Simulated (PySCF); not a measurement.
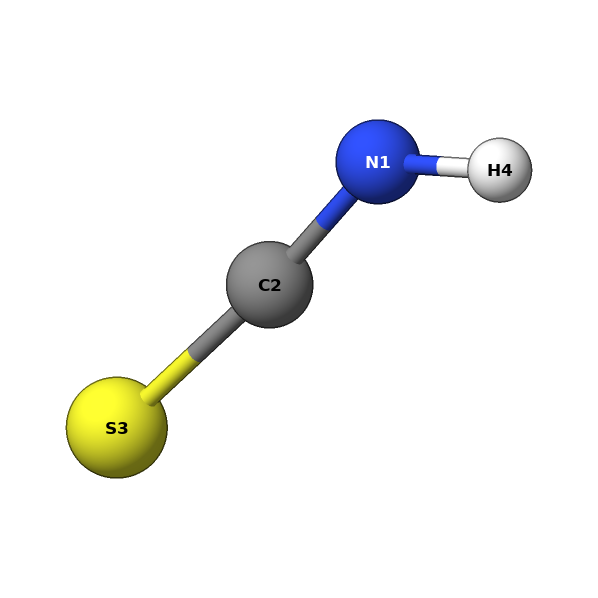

The geometry was computed by an optimisation with PBE0-D3(BJ)/def2-SVP. No frequency run is at hand to confirm it as a minimum. Properties computed with B3LYP/6-31G* indirect spin-spin coupling, non-relativistic, gas phase (PySCF 2.14.0). Isotopes: 13C, 1H, 15N, 33S.

Give the spin–spin coupling constants of these pairs, with the number of bonds between them: N1/C2, N1/H4, C2/S3, C2/H4, S3/H4.

```
  pair  bonds apart  J (Hz)
N1, C2            1   −34.6
N1, H4            1  −101.5
C2, S3            1   −16.5
C2, H4            2    17.7
S3, H4            3     2.7
```
